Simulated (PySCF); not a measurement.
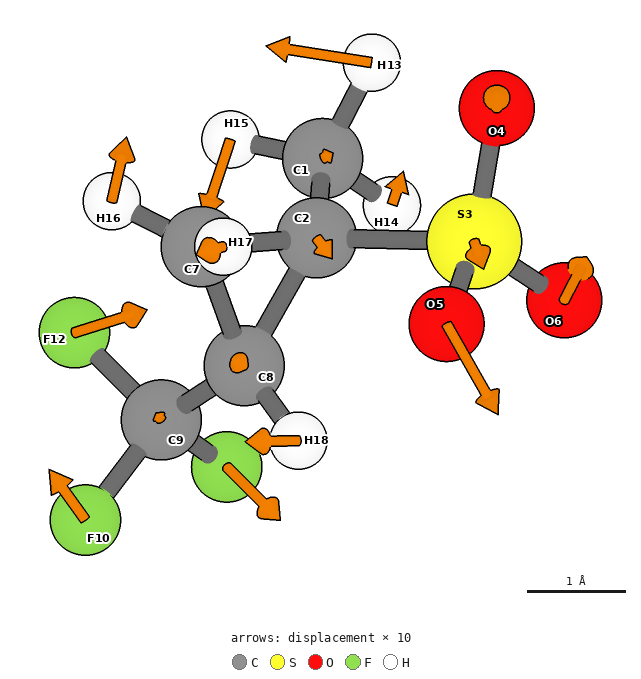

A relaxation of C5H6F3O3S (charge −1). The starting structure is drawn; orange arrows show the displacements, 10 times their true length. The two geometries are superimposed by the best rigid fit.

A ball-and-stick model, seen from a free direction.

The start comes from GFN2-xTB. Its atoms were then displaced at random by about 0.01 Å.

Theory: PySCF, PBE0-D3(BJ)/def2-SVP geometry optimisation, gas phase. 

Question: Describe the change and its energy.

Answer: After 13 geometry steps the energy has fallen by 6.16 kcal/mol. An O atom moves most after the best rigid fit: 0.11 Å. By element the largest moves are O 0.11 Å, H 0.11 Å, F 0.10 Å, S 0.04 Å, C 0.03 Å. Among the contacts that change: O–S 1.415 → 1.478 Å, C–H 1.135 → 1.100 Å, C–C 1.474 → 1.503 Å, C–H 1.067 → 1.094 Å. Bond angles that change, for instance: H–C–H 103.8° → 107.9°, C–C–H 115.5° → 112.6°, C–C–F 114.6° → 112.5°.

Limits of the set-up: the basis has no diffuse functions, which an anion needs.
